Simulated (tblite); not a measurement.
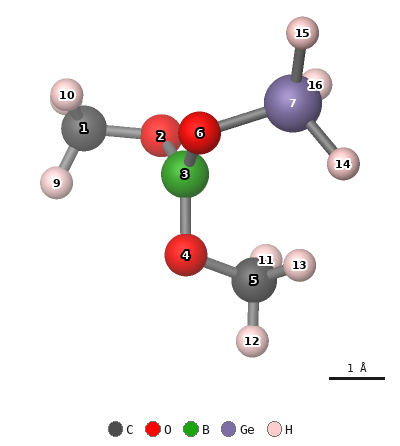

Fig. 1: The structure as given in the input (ball-and-stick view, seen at a tilt; atoms are numbered from 1 in the order of the input). Sticks mark near contacts.

**Geometry relaxation of C2H9BGeO3**

C2H9BGeO3, computed with GFN2-xTB geometry optimisation, gas phase (tblite 0.8.0).

It belongs to a series of runs on one base structure; here: H on B replaced by OGeH3.

## Output
```
step      E/eV     max force
  0    -661.28834    3.224
  1    -661.63390    2.134
  2    -661.85130    1.700
  3    -661.90177    0.856
  4    -661.94700    0.447
  5    -661.97525    0.537
  6    -662.00325    0.512
  7    -662.02557    0.403
  8    -662.04307    0.377
  9    -662.06344    0.416
 10    -662.08335    0.390
 11    -662.10040    0.321
 12    -662.11951    0.398
 13    -662.14793    0.466
 14    -662.19738    0.910
 15    -662.26279    1.346
 16    -662.34123    1.008
 17    -662.41914    0.902
 18    -662.46754    0.851
 19    -662.54256    1.090
 20    -662.59655    0.943
 21    -662.67927    0.630
 22    -662.73403    0.668
 23    -662.77783    0.632
 24    -662.82968    0.600
 25    -662.86692    0.575
 26    -662.89980    0.549
 27    -662.93179    0.721
 28    -662.95669    0.392
 29    -662.97662    0.333
 30    -662.99108    0.275
 31    -663.00156    0.254
 32    -663.01065    0.242
 33    -663.01929    0.278
 34    -663.03056    0.352
 35    -663.04489    0.340
 36    -663.05894    0.313
 37    -663.06941    0.213
 38    -663.07688    0.252
 39    -663.08267    0.193
 40    -663.08740    0.191
 41    -663.09170    0.170
 42    -663.09658    0.241
 43    -663.10244    0.233
 44    -663.10855    0.182
 45    -663.11388    0.153
 46    -663.11913    0.185
 47    -663.12379    0.183
 48    -663.12685    0.130
 49    -663.12842    0.099
 50    -663.12950    0.119
 51    -663.13073    0.156
 52    -663.13234    0.135
 53    -663.13421    0.138
 54    -663.13652    0.143
 55    -663.13956    0.164
 56    -663.14361    0.223
 57    -663.14869    0.203
 58    -663.15441    0.169
 59    -663.16026    0.178
 60    -663.16601    0.214
 61    -663.17121    0.192
 62    -663.17636    0.207
 63    -663.18242    0.209
 64    -663.18861    0.183
 65    -663.19367    0.168
 66    -663.19715    0.123
 67    -663.19852    0.175
 68    -663.20151    0.114
 69    -663.20356    0.098
 70    -663.20756    0.119
 71    -663.21032    0.148
 72    -663.21471    0.188
 73    -663.21995    0.137
 74    -663.22566    0.135
 75    -663.23042    0.154
 76    -663.23500    0.165
 77    -663.24038    0.183
 78    -663.24411    0.155
 79    -663.24801    0.167
 80    -663.25156    0.184
 81    -663.25556    0.150
 82    -663.25985    0.144
 83    -663.26480    0.160
 84    -663.26848    0.145
 85    -663.27134    0.123
 86    -663.27323    0.098
 87    -663.27446    0.089
 88    -663.27536    0.074
 89    -663.27592    0.047
 90    -663.27629    0.037
 91    -663.27663    0.048
 92    -663.27705    0.049
 93    -663.27764    0.060
 94    -663.27845    0.072
 95    -663.27950    0.078
 96    -663.28073    0.086
 97    -663.28210    0.081
 98    -663.28361    0.075
 99    -663.28509    0.083
100    -663.28644    0.085
101    -663.28769    0.084
102    -663.28891    0.089
103    -663.29022    0.102
104    -663.29187    0.126
105    -663.29386    0.117
106    -663.29594    0.119
107    -663.29756    0.108
108    -663.29895    0.095
109    -663.30014    0.094
110    -663.30236    0.128
111    -663.30453    0.140
112    -663.30681    0.125
113    -663.30827    0.080
114    -663.30904    0.058
115    -663.30951    0.064
116    -663.30999    0.056
117    -663.31040    0.045
118    -663.31068    0.031
119    -663.31086    0.032
120    -663.31104    0.032
121    -663.31130    0.043
122    -663.31164    0.044
123    -663.31206    0.048
124    -663.31254    0.059
125    -663.31311    0.060
126    -663.31376    0.064
127    -663.31452    0.049
128    -663.31540    0.053
129    -663.31634    0.061
130    -663.31720    0.067
131    -663.31799    0.065
132    -663.31873    0.054
133    -663.31942    0.060
134    -663.31987    0.056
135    -663.32036    0.046
136    -663.32059    0.030
137    -663.32072    0.022
138    -663.32079    0.016
139    -663.32082    0.009
```

## Trajectory as extended XYZ (Å, eV, eV/Å), 7 of the 140 frames kept, from step=0 to step=139
```
16
Properties=species:S:1:pos:R:3:forces:R:3 step=0 energy=-661.28834
C     2.5148   -0.0023    0.6911    0.7910   0.0360   0.4000
O     1.1296   -0.0475    0.9929   -0.9900   0.1200  -2.1270
B     0.3747   -0.0041   -0.2505    0.5640   0.5470  -1.1350
O     0.0948   -1.2392   -1.0040   -0.0850   2.0450   1.7060
C    -1.1051   -1.8139   -0.5167   -0.4590  -0.7090  -0.3600
O     0.0287    1.2957   -0.8520   -0.1550  -2.6360   1.8500
Ge   -1.5119    1.8136   -0.1039   -0.3440   0.3630   0.3980
H     3.0872   -0.0339    1.6443   -0.5290  -0.0290  -0.3710
H     2.8281   -0.8789    0.0811   -0.2240   0.5750   0.1700
H     2.7722    0.9543    0.1885   -0.1040  -0.5580   0.0360
H    -1.0689   -2.0220    0.5691    0.0120   0.2620  -0.3330
H    -1.2582   -2.7889   -1.0326    0.2710   0.5670   0.1640
H    -1.9855   -1.1735   -0.7653    0.4330  -0.2350   0.2780
H    -2.6994    1.2177   -0.8986    0.4150   0.1230   0.1820
H    -1.6128    3.3650   -0.1519    0.3170  -0.5940  -0.1430
H    -1.5958    1.3667    1.3971    0.0870   0.1230  -0.7140
16
Properties=species:S:1:pos:R:3:forces:R:3 step=23 energy=-662.77783
C     2.7777    0.0349    0.6331    0.0090  -0.0890   0.0480
O     1.4955    0.4883    0.2818   -0.3050  -0.0150  -0.1560
B     0.4012   -0.0845   -0.2632   -0.3600   0.4380  -0.2800
O     0.2118   -1.3775   -0.6892    0.2920  -0.0400   0.5260
C    -1.0861   -1.9302   -0.5769    0.0960  -0.1580  -0.0590
O    -0.6526    0.7630   -0.4750    0.2250  -0.0980   0.1250
Ge   -1.7940    1.9162    0.0086   -0.4030   0.2380   0.2280
H     2.8489   -0.0799    1.7173   -0.1440   0.0230   0.0880
H     3.0483   -0.9135    0.1798   -0.0910  -0.1600  -0.2290
H     3.4855    0.8073    0.3301    0.0610  -0.0020  -0.0900
H    -1.2466   -2.2325    0.4603   -0.0210  -0.1540   0.0500
H    -1.1304   -2.7937   -1.2335    0.0440  -0.1380  -0.0420
H    -1.8900   -1.2424   -0.8429    0.1300   0.1760  -0.1430
H    -3.1135    1.6196   -0.6989    0.3320  -0.0500  -0.1080
H    -1.2737    3.2843   -0.3204   -0.0010  -0.0110  -0.0190
H    -2.0895    1.7496    1.4776    0.1350   0.0430   0.0610
16
Properties=species:S:1:pos:R:3:forces:R:3 step=46 energy=-663.11913
C     2.6387   -0.0206    0.5120   -0.1170   0.0390  -0.0400
O     1.4469    0.6735    0.1915   -0.0440   0.1100   0.0270
B     0.2863    0.0389   -0.1237    0.0640  -0.0330  -0.0650
O     0.2611   -1.3213   -0.1746    0.0630  -0.0770  -0.0070
C    -0.9021   -2.0393   -0.5205    0.0260   0.0290  -0.0330
O    -0.8174    0.7641   -0.4288    0.0810  -0.0490   0.0850
Ge   -1.8221    2.0642    0.0563   -0.1360  -0.0750   0.1000
H     2.6642   -0.2058    1.5897    0.0420  -0.0620  -0.0670
H     2.6940   -0.9636   -0.0317   -0.0270  -0.0620   0.0710
H     3.4849    0.6084    0.2289   -0.0860   0.0640   0.0200
H    -1.3314   -2.4897    0.3794    0.0300   0.0040  -0.0500
H    -0.6227   -2.8182   -1.2315    0.0320  -0.0500   0.0500
H    -1.6347   -1.3794   -0.9854   -0.0980  -0.0080   0.0130
H    -3.0747    1.7564   -0.7236    0.0860   0.0710   0.0220
H    -1.2096    3.3803   -0.2901    0.0680   0.0940  -0.0750
H    -2.0691    1.9610    1.5408    0.0150   0.0040  -0.0500
16
Properties=species:S:1:pos:R:3:forces:R:3 step=70 energy=-663.20756
C     2.4685    0.0654    0.4828    0.0000   0.0200  -0.0110
O     1.2127    0.6986    0.3115    0.0830   0.0460   0.0670
B     0.1216   -0.0339   -0.0422    0.0610   0.0250   0.0540
O     0.2970   -1.3455   -0.3433   -0.0650  -0.0910   0.0400
C    -0.7858   -2.2073   -0.5968   -0.0650  -0.0180  -0.0440
O    -1.0879    0.5660   -0.0917   -0.0320  -0.0550  -0.0640
Ge   -1.7013    2.1657    0.1252   -0.0080   0.1060  -0.0080
H     2.6067   -0.1958    1.5363   -0.0160   0.0560  -0.0280
H     2.5224   -0.8468   -0.1133    0.0280   0.0540  -0.0070
H     3.2456    0.7644    0.1738   -0.0210   0.0300   0.0030
H    -1.1452   -2.6182    0.3495   -0.0220  -0.0810  -0.0090
H    -0.4253   -3.0092   -1.2423   -0.0090  -0.0120   0.0290
H    -1.6076   -1.6791   -1.0826   -0.0140   0.0170  -0.0340
H    -2.9435    2.0905   -0.7145    0.0310   0.0290   0.0090
H    -0.7476    3.2254   -0.3372    0.0270  -0.0570  -0.0460
H    -2.0378    2.3685    1.5732    0.0200  -0.0690   0.0490
16
Properties=species:S:1:pos:R:3:forces:R:3 step=93 energy=-663.27764
C     2.3577    0.2444    0.4746   -0.0110   0.0080  -0.0090
O     1.0155    0.6808    0.3942    0.0230  -0.0030  -0.0240
B    -0.0087   -0.1489    0.0405   -0.0130  -0.0100  -0.0380
O     0.2102   -1.4682   -0.1844    0.0120   0.0300  -0.0230
C    -0.8291   -2.3228   -0.6112    0.0110   0.0120   0.0040
O    -1.2222    0.4337   -0.1155   -0.0090   0.0550   0.0130
Ge   -1.5057    2.1439    0.1304    0.0530  -0.0090  -0.0270
H     2.5986   -0.0316    1.5039   -0.0090   0.0240   0.0070
H     2.5226   -0.6185   -0.1719   -0.0200   0.0010   0.0080
H     2.9929    1.0734    0.1561   -0.0170  -0.0250   0.0450
H    -1.2762   -2.8153    0.2546   -0.0100  -0.0170   0.0250
H    -0.3894   -3.0700   -1.2709    0.0260  -0.0440  -0.0170
H    -1.6017   -1.7669   -1.1440   -0.0120   0.0130   0.0070
H    -2.7573    2.3257   -0.6704   -0.0340   0.0040   0.0150
H    -0.3794    2.9784   -0.3898   -0.0070  -0.0250  -0.0140
H    -1.7352    2.3708    1.5923    0.0170  -0.0130   0.0290
16
Properties=species:S:1:pos:R:3:forces:R:3 step=116 energy=-663.30999
C     2.2464    0.2946    0.5428    0.0140   0.0010   0.0150
O     0.9265    0.7174    0.2727   -0.0150   0.0260   0.0190
B    -0.0689   -0.1384   -0.1175    0.0190   0.0150   0.0340
O     0.1910   -1.4552   -0.2766    0.0190  -0.0260  -0.0020
C    -0.8100   -2.3869   -0.6199   -0.0260  -0.0450  -0.0200
O    -1.2742    0.4489   -0.3144    0.0050   0.0150   0.0040
Ge   -1.3900    2.1566    0.1151    0.0110  -0.0090   0.0440
H     2.3452    0.0436    1.6022   -0.0060  -0.0070  -0.0060
H     2.4993   -0.5798   -0.0569   -0.0050  -0.0070  -0.0060
H     2.9154    1.1215    0.3032   -0.0020   0.0010  -0.0040
H    -1.1862   -2.8668    0.2876   -0.0060   0.0240   0.0040
H    -0.3550   -3.1434   -1.2613    0.0080   0.0190  -0.0190
H    -1.6378   -1.9034   -1.1401   -0.0050   0.0060   0.0020
H    -2.7931    2.4588   -0.3108   -0.0330  -0.0270  -0.0150
H    -0.3898    2.9713   -0.6375    0.0000  -0.0060  -0.0190
H    -1.2264    2.2701    1.5998    0.0240   0.0200  -0.0300
16
Properties=species:S:1:pos:R:3:forces:R:3 step=139 energy=-663.32082
C     2.2490    0.2860    0.5811   -0.0050   0.0000  -0.0010
O     0.9207    0.7053    0.3455   -0.0010  -0.0010  -0.0010
B    -0.0719   -0.1540   -0.0420   -0.0010  -0.0020   0.0000
O     0.1933   -1.4643   -0.2514   -0.0060   0.0050  -0.0020
C    -0.8094   -2.3707   -0.6588    0.0030   0.0020   0.0040
O    -1.2869    0.4224   -0.2086    0.0090  -0.0020   0.0020
Ge   -1.3939    2.1543    0.0961    0.0010   0.0030  -0.0040
H     2.3694    0.0147    1.6328    0.0010   0.0000   0.0010
H     2.4934   -0.5759   -0.0402    0.0000  -0.0010  -0.0030
H     2.9076    1.1213    0.3425    0.0010   0.0010   0.0030
H    -1.2074   -2.8886    0.2172   -0.0010  -0.0050   0.0030
H    -0.3464   -3.0944   -1.3309   -0.0010   0.0000  -0.0040
H    -1.6236   -1.8530   -1.1681    0.0020   0.0010   0.0010
H    -2.8475    2.3818   -0.1892    0.0020   0.0000  -0.0010
H    -0.5078    2.8877   -0.8595   -0.0030  -0.0010  -0.0010
H    -1.0463    2.4362    1.5223   -0.0010  -0.0010   0.0040
```

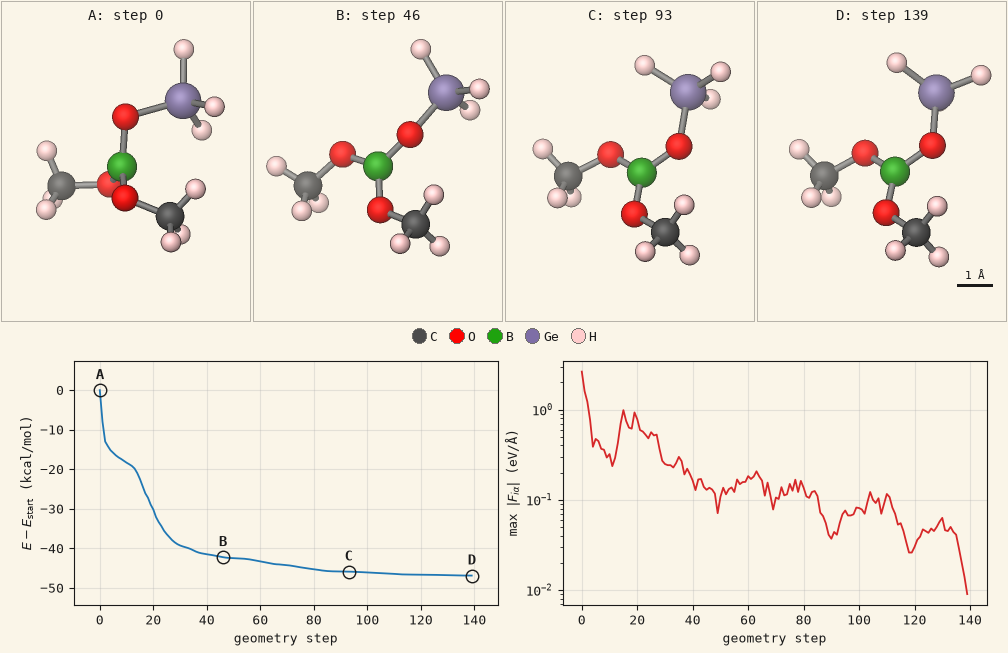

Fig. 2: Frames of the relaxation (ball-and-stick view, seen at a tilt) above the curves, on which the letters mark them (steps are counted from 0).

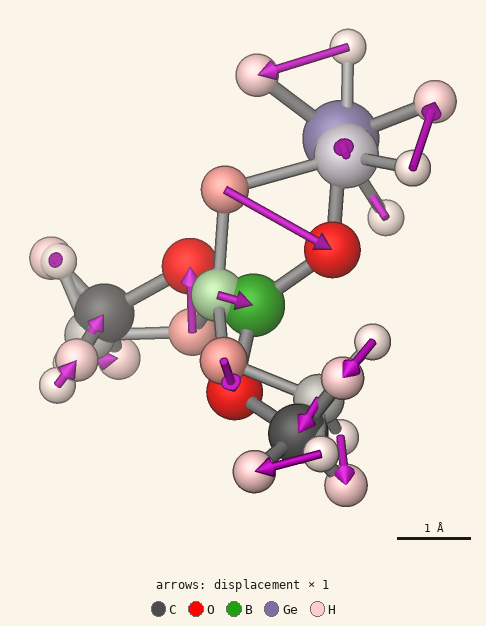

Fig. 3: Start (faint) and end (solid) with the displacements as pink arrows, at true length (ball-and-stick view, seen at a tilt). The two geometries are laid on each other by the best rigid fit. Over 139 geometry steps the energy falls by 46.9 kcal/mol. Largest force component: 2.6 eV/Å at the start, 0.009 eV/Å at the end. O6 moves most after the best rigid fit: 1.70 Å. By element the largest moves are O 1.70 Å, H 1.46 Å, C 0.62 Å, B 0.52 Å, Ge 0.48 Å. Among the contacts that change: B3–O4 1.474 → 1.353 Å, B3–O6 1.473 → 1.355 Å, O2–B3 1.455 → 1.369 Å, Ge7–H16 1.568 → 1.495 Å. Among the angles that change: C1–O2–B3 108.9° → 122.9°, B3–O4–C5 109.0° → 121.8°, B3–O6–Ge7 106.7° → 116.8°. (Atoms are counted from 1 in the order of the input.)

The run was set up as follows.

## Input
```
{"job": {"kind": "relax", "xc": "GFN2-xTB", "basis": "xTB"}, "charge": 0, "multiplicity": 1}
C      2.514800    -0.002300     0.691100
O      1.129600    -0.047500     0.992900
B      0.374700    -0.004100    -0.250500
O      0.094800    -1.239200    -1.004000
C     -1.105100    -1.813900    -0.516700
O      0.028700     1.295700    -0.852000
Ge    -1.511900     1.813600    -0.103900
H      3.087200    -0.033900     1.644300
H      2.828100    -0.878900     0.081100
H      2.772200     0.954300     0.188500
H     -1.068900    -2.022000     0.569100
H     -1.258200    -2.788900    -1.032600
H     -1.985500    -1.173500    -0.765300
H     -2.699400     1.217700    -0.898600
H     -1.612800     3.365000    -0.151900
H     -1.595800     1.366700     1.397100
```

The first line tells a small driver script what to run in tblite; the rest is the geometry in Å.

Command:
```bash
OMP_NUM_THREADS=1 python <driver script> task.json out
```

## Key numbers

| quantity | value |
| --- | --- |
| outcome | converged |
| total energy | −663.3208 eV |
| hardware | 1 CPU thread, shared host |
| wall time | 1.5 s |
| peak memory | 0.18 GiB |
